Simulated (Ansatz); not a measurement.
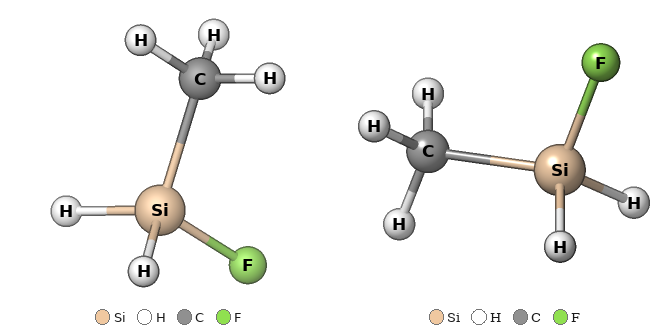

The same structure drawn twice, from different directions.

Describe the molecule.

Formula CH5FSi. This geometry has Cs symmetry. Coordination: 1 Si tetrahedral; 1 C tetrahedral.

More results for the same structure follow; atom numbers are the same in all pictures, views and colours differ. The geometry was computed by an optimisation with PBE0-D4/def2-TZVP.

## Geometry

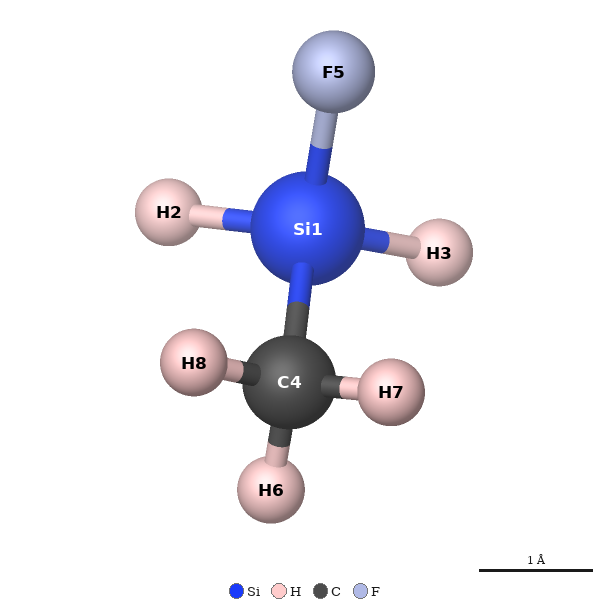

The atoms are numbered.

What are the angles H2–Si1–H3, H2–Si1–C4, H2–Si1–F5, C4–Si1–F5, Si1–C4–H6, Si1–C4–H7, H6–C4–H7, H7–C4–H8?

| angle | degrees |
| --- | --- |
| H2–Si1–H3 | 109.7 |
| H2–Si1–C4 | 111.5 |
| H2–Si1–F5 | 107.3 |
| C4–Si1–F5 | 109.4 |
| Si1–C4–H6 | 110.0 |
| Si1–C4–H7 | 111.1 |
| H6–C4–H7 | 108.1 |
| H7–C4–H8 | 108.4 |

## Vibrations

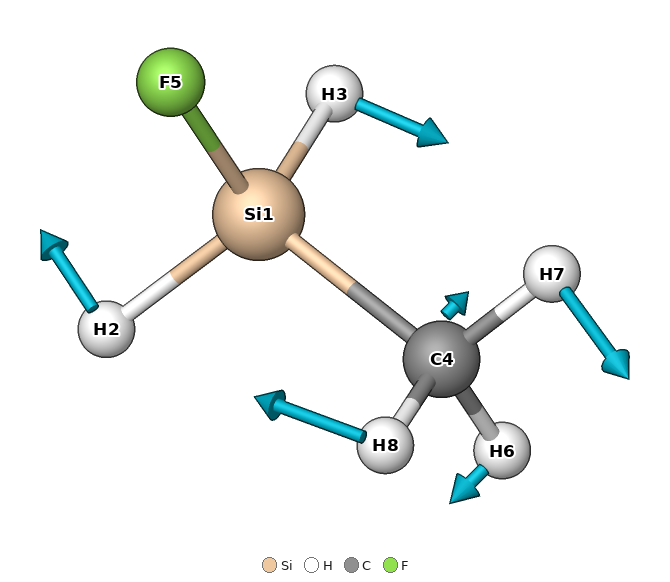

The arrows show one normal mode. Harmonic vibrations computed with RKS PBE0-D4/def2-TZVP (Ansatz 0.2.0) at a stationary point of the same level.

**What kind of motion is it?**

Mostly H–C–Si bending.

**Estimate its harmonic wavenumber.**

880 cm⁻¹; it is mode 8 of 18 counted from the lowest.

## Thermal motion

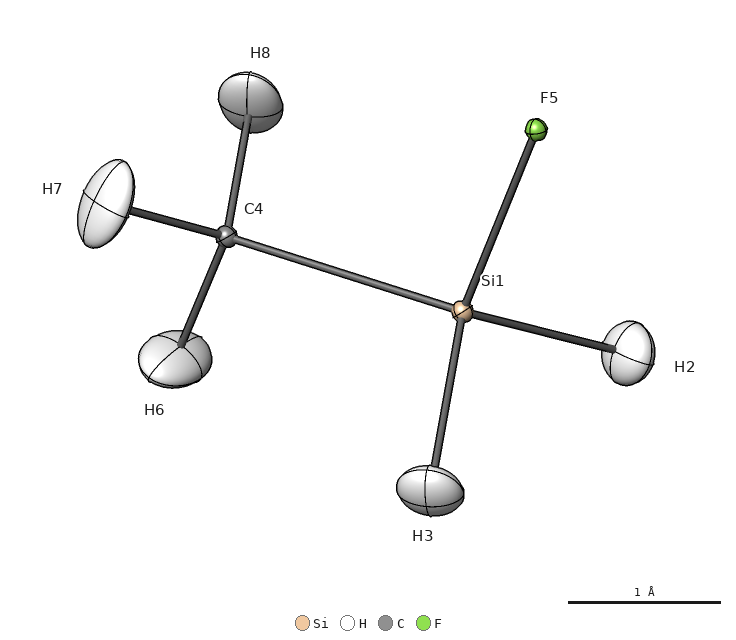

Displacement ellipsoids at the 50 % level, from the internal vibrations of the free molecule (harmonic, no overall translation or rotation; no half-axis is drawn under 0.075 Å). Vibrations computed with RKS PBE0-D4/def2-TZVP (Ansatz 0.2.0). Temperature: 0 K (zero-point motion alone).

Give the displacement parameters, one line for each set of equivalent atoms.

| atom | U_eq (Å²) | rms amplitudes (Å) |
| --- | --- | --- |
| Si1 | 0.00047 | 0.018, 0.018, 0.028 |
| H2, H3 | 0.0160 | 0.087, 0.138, 0.146 |
| C4 | 0.0010 | 0.020, 0.029, 0.043 |
| F5 | 0.00079 | 0.019, 0.023, 0.038 |
| H6 | 0.0230 | 0.081, 0.142, 0.206 |
| H7, H8 | 0.0216 | 0.073, 0.139, 0.200 |

## Electronic properties

Properties computed with RKS B3LYP-D4/def2-TZVPP (Ansatz 0.2.0).

**Estimate the dispersion correction.**

−17.1 kJ/mol.
